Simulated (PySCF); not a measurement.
```yaml
atoms:
  - { symbol: C, position_ang: [1.8407, 0.8895, -0.0683] }
  - { symbol: N, position_ang: [0.9559, -0.2026, -0.3983] }
  - { symbol: Si, position_ang: [-0.5874, -0.4665, 0.3009] }
  - { symbol: N, position_ang: [-1.5580, 0.9536, 0.3824] }
  - { symbol: N, position_ang: [-1.2258, -1.8196, -0.5422] }
  - { symbol: F, position_ang: [-0.5541, -0.9369, 1.8523] }
  - { symbol: H, position_ang: [2.5373, 0.6354, 0.7384] }
  - { symbol: H, position_ang: [2.4220, 1.1830, -0.9462] }
  - { symbol: H, position_ang: [1.2471, 1.7422, 0.2543] }
  - { symbol: H, position_ang: [1.4608, -1.0111, -0.7245] }
  - { symbol: H, position_ang: [-1.5021, 1.5249, 1.2088] }
  - { symbol: H, position_ang: [-1.6590, 1.5284, -0.4361] }
  - { symbol: H, position_ang: [-1.3576, -1.7484, -1.5358] }
  - { symbol: H, position_ang: [-2.0205, -2.2723, -0.1227] }
```

Geometry: GFN2-xTB.

The calculation used PBE0/pcSseg-1, SCF density, gas phase, non-relativistic in PySCF 2.14.0.

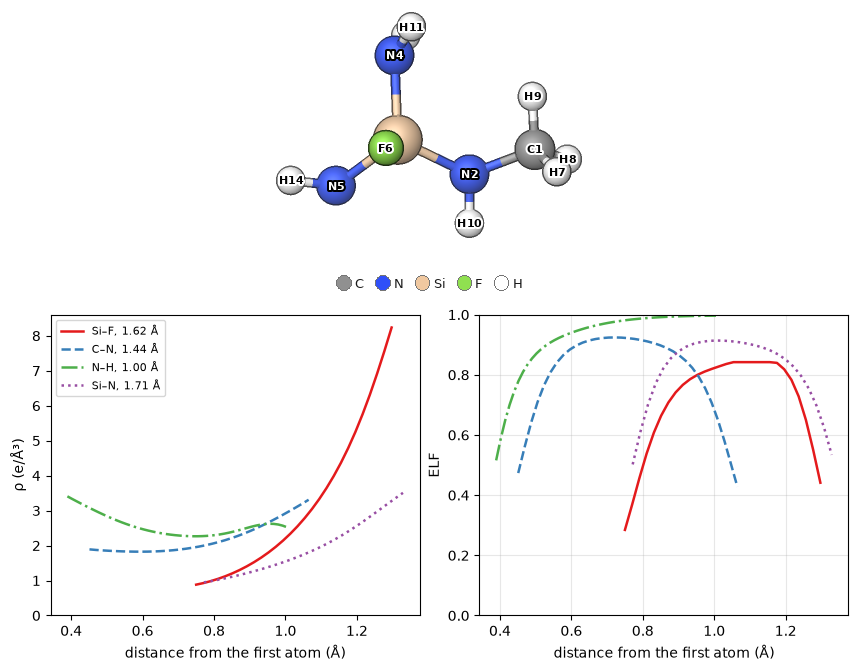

CH8FN3Si (SMILES CN[Si](N)(N)F). Total electron density and ELF along straight lines between neighbouring atoms. The curves leave out the atomic cores. The structure is drawn too.

Q: What can be read from the curves?

A: Si–F (1.62 Å): ρ is about 1 e/Å³ halfway; the ELF peaks at about 0.85 in the valence shell of F, 0.6 Å from its nucleus, and is about 0.55 at the midpoint.
C–N (1.44 Å): ρ is about 1.9 e/Å³ halfway; the ELF peaks at about 0.90 between the atoms; localised, covalent bonding.
N–H (1.00 Å): the density is about 2.8 e/Å³ at the midpoint; the ELF climbs to about 1 towards the hydrogen, as it does in any bond to H: a covalent bond by its length.
Si–N (1.71 Å): ρ at the midpoint is about 1.1 e/Å³; the ELF peaks at about 0.90 between the atoms: a polar covalent bond.
